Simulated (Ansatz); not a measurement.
V (bcc, W type) is sheared across one {211} plane: the third cell vector gains the shift, so faults repeat every 7.2 Å. The cut lies between planes 1.21 Å apart; the cell height is held.

```xyz
6
Lattice="2.5623 0.0000 0.0000 0.0000 4.1842 0.0000 0.0000 0.0000 7.2473" Properties=species:S:1:pos:R:3 pbc="T T T"
V      0.0000     0.0000     6.6433
V      1.7082     2.0921     0.6039
V      0.8541     0.0000     1.8118
V      0.0000     2.0921     3.0197
V      1.7082     4.1842     4.2276
V      0.8541     2.0921     5.4354
```

In-plane vectors a = (2.562, 0.000) Å, b = (0.000, 4.184) Å, area 10.72 Å². The shift is s times the vector a (length 2.562 Å), so s = 1 restores the start. Atoms relax along the normal only. γ = [E(shift) − E(0)] / area.

The numbers are results of PBEsol (plane waves to 420 eV, PAW, scalar-relativistic; Ansatz, a first-principles code), not measurements. k mesh 15×9×6 (Γ-centred), Fermi-Dirac smearing 0.05 eV. E is the zero-smearing estimate. Stress and pressure are positive under compression. With partly filled bands, the k mesh leaves noise in γ, roughly 0.02 J/m² as judged from a few cases. Faults lie only 7.2 Å apart, and holding the cell height raises γ above its relaxed value. V is run without spin polarisation. V was relaxed with its symmetry unable to fall. The zero of γ is zero shift.

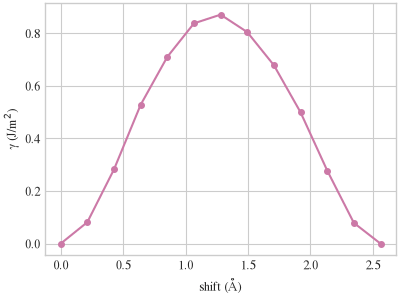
Figure: γ (J/m²) against shift (Å); markers are the computed points, lines only join them (the last repeats the first, one period on).

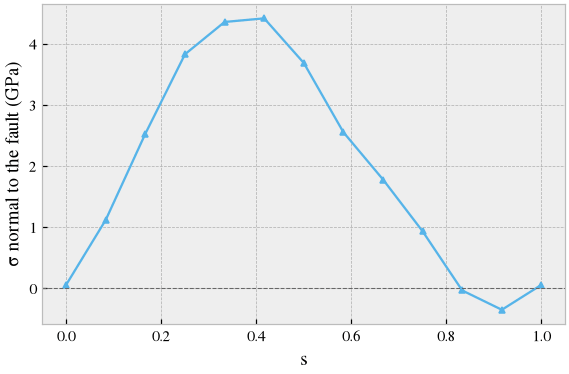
Figure: σ normal to the fault (GPa) against s; one marker a computed point (the last repeats the first, one period on).

The highest computed γ on the line comes out as 0.87 J/m² and the steepest slope dγ/d(shift) before the first maximum (spline) comes out as 12 GPa. Position of the highest point: s = 0.500. Local minima between the ends: no computed point is one.

A slope of 1 mJ/m² per Å is 0.01 GPa.

(The slope of γ gives the shear force per area between the displaced halves; near zero shift its curvature is an elastic stiffness.)
